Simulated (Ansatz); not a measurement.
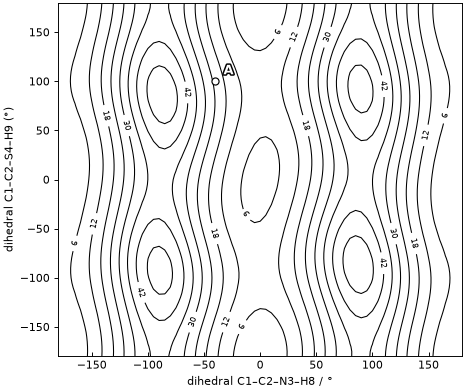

C2H5NS, SMILES CC(=N)S. 
- The first coordinate is: dihedral C1–C2–N3–H8; the second: dihedral C1–C2–S4–H9.
- Nothing is relaxed (all other coordinates rigid).
- Grid: 18 × 18 points.
- Points are written as (first, second).
- Energies are in kcal/mol, from the relaxed molecule at the same level.
- The dihedral twists a double bond; near 90° a spin-restricted reference is unreliable.
- Method: RKS B3LYP-D4/def2-SVP (Ansatz 0.2.0).

In the figure: contour lines labelled in kcal/mol, the point A. Between grid points the surface is interpolated.

Q: Which way does the force act at A, and how strong is it?

A: A, at (−40°, 100°), is not a stationary point. The computed force is 0.64 kcal/mol for each degree towards larger values of dihedral C1–C2–N3–H8 and 0.12 kcal/mol for each degree towards larger values of dihedral C1–C2–S4–H9.
